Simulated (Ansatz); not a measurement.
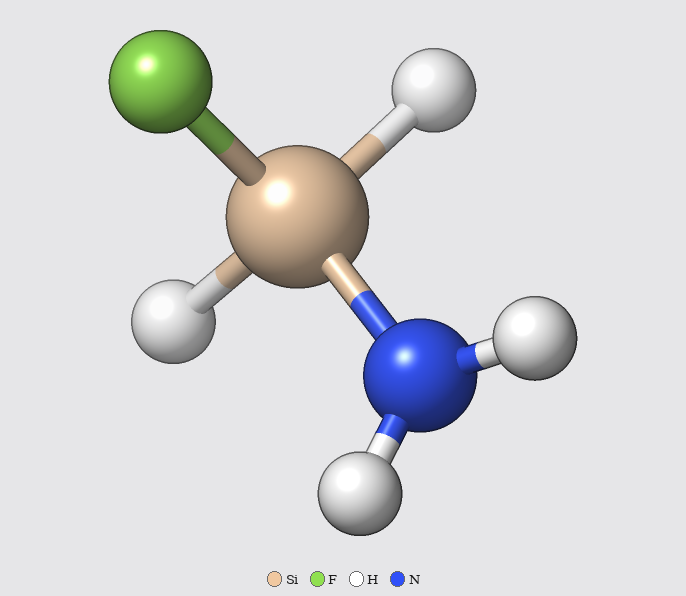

Ball-and-stick drawing of a structure. Every bond is drawn as one stick, whatever its order.

The geometry was computed by an optimisation with PBE0-D4/def2-TZVP.

Description:

It has 7 atoms: 1 fluorine, 4 hydrogen, 1 nitrogen and 1 silicon (FH4NSi). The point group is Cs. Coordination, clear cases only: 1 Si tetrahedral.

The parts below concern this one geometry. Atoms keep their numbers from picture to picture.

**Vibrations**

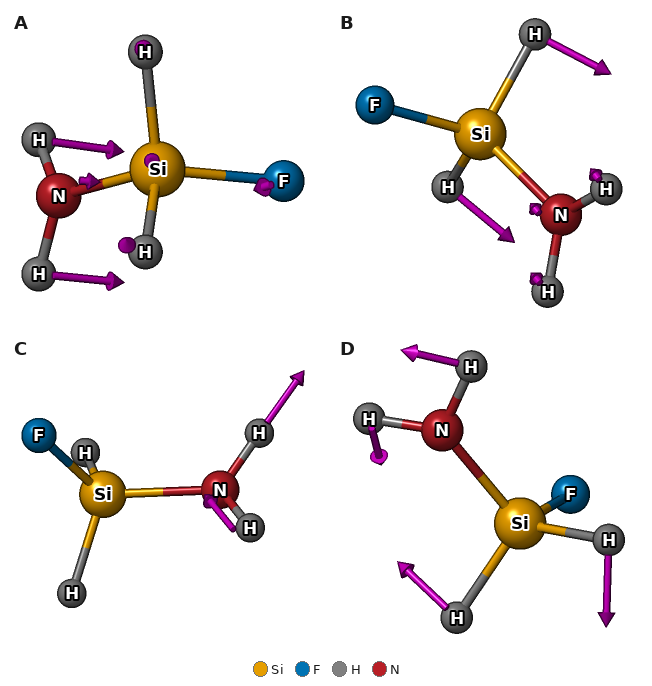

4 normal modes of one molecule or complex, as arrows. Harmonic vibrations computed with RKS PBE0-D4/def2-TZVP (Ansatz 0.2.0) at a stationary point of the same level.

> Match the panels to the wavenumbers 295 cm⁻¹, 561 cm⁻¹, 899 cm⁻¹, 3710 cm⁻¹.

A: 295 cm⁻¹
B: 899 cm⁻¹
C: 3710 cm⁻¹, out-of-phase stretching of 2 N–H bonds
D: 561 cm⁻¹, angle bending

**Dipole moment**

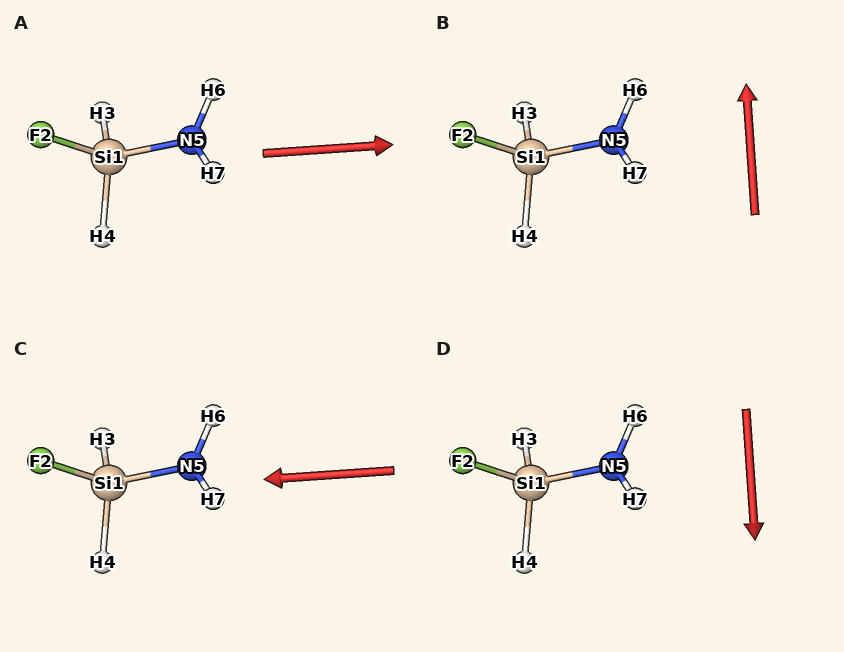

The same molecule four times, each with an arrow. Properties computed with RKS PBE0-D4/def2-TZVP (Ansatz 0.2.0).

> Which arrow points along the dipole moment, from the negative to the positive end?

A. The dipole moment is 1.99 D; it points from the side of F2 to the side of H6, H7 (the outermost atoms at the two ends).

**Electronic properties**

Method: RKS PBE0-D4/def2-TZVPP (Ansatz 0.2.0).

> Give the HOMO energy (Kohn–Sham orbital) at this level.

−8.15 eV.

> Give the HOMO–LUMO gap at this level.

8.72 eV.

> What is the dispersion correction?

−7.5 kJ/mol.

**Charges**

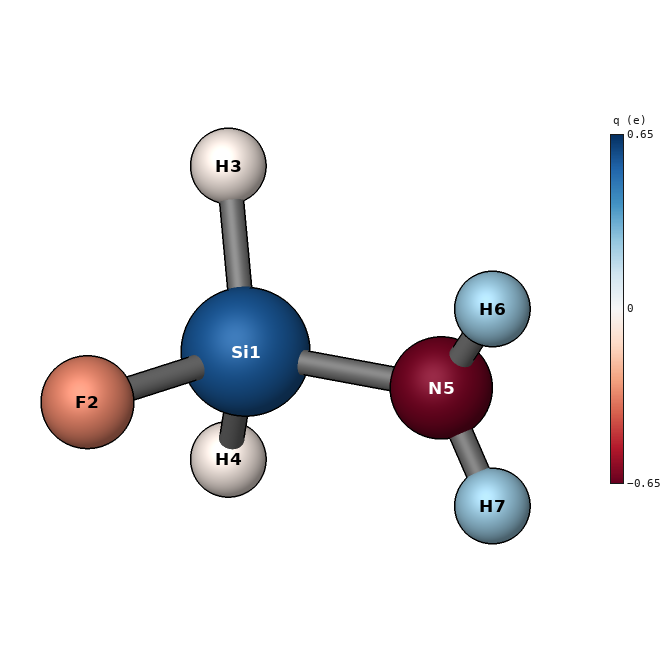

Atoms are coloured by their Mulliken charges. Properties computed with RKS PBE0-D4/def2-TZVP (Ansatz 0.2.0).

> Which atom carries the highest charge (most positive or least negative)?

Si1 (0.56 e).

> And the lowest?

N5 (−0.63 e).

Give the Mulliken charges atom by atom.

```tsv
atom	value (e)
Si1	0.56
F2	−0.32
H3	−0.05
H4	−0.05
N5	−0.63
H6	0.25
H7	0.25
```

Mulliken values depend strongly on the basis set and can even reverse the polarity of a bond.
